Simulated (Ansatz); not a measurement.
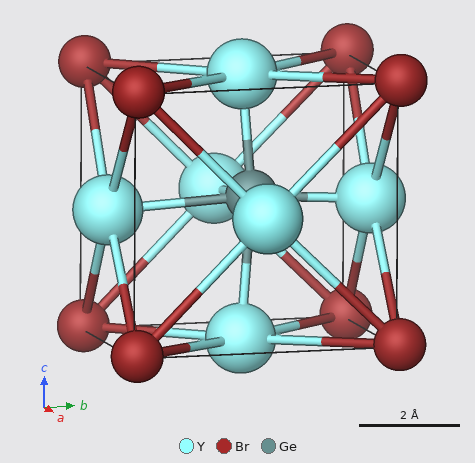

The figure gives a ball-and-stick picture of the atoms, viewed slightly off an axis. Atoms at the boundary of the simulation cell (the box) are drawn once for each face, edge or corner they touch.

```
CELL_PARAMETERS angstrom
3.73408 2.15587 3.16000
-3.73408 2.15587 3.16000
0.00000 -4.31175 3.16000
ATOMIC_POSITIONS crystal
Y 0.50693 0.99874 0.50693
Y 0.50693 0.50693 0.99874
Y 0.99874 0.50693 0.50693
Br 0.01000 0.01000 0.01000
Ge 0.53943 0.53943 0.53943
```

Results below were computed with Ansatz 0.2.0, DFT, PAW plane waves, PBE; the settings were a 420 eV plane-wave basis, the zone sampled with 6×6×6 points, Fermi-Dirac smearing of 0.1 eV, no spin polarisation.

What does a Bader analysis give?

Y +1.19 e; Ge -2.44 e; Br -1.13 e.

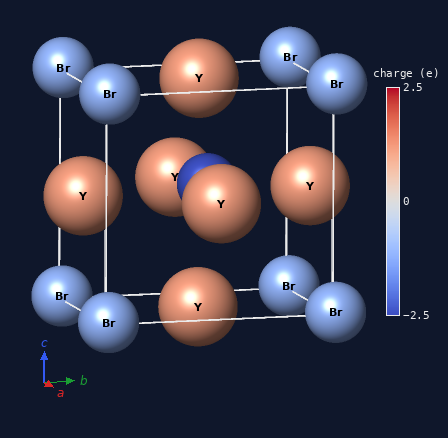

The atoms coloured by those charges.

Where the cell comes from: a generated cell, made by putting these elements into a known structure type (the compound may or may not exist in this form). No relaxation was applied. It was run through Ansatz as a DFT input.

At this level of theory the cell isn't at rest (compressed, at 6 GPa and forces up to 4.5 eV/Å), so its distances can differ from those at equilibrium, the more so the softer the solid.
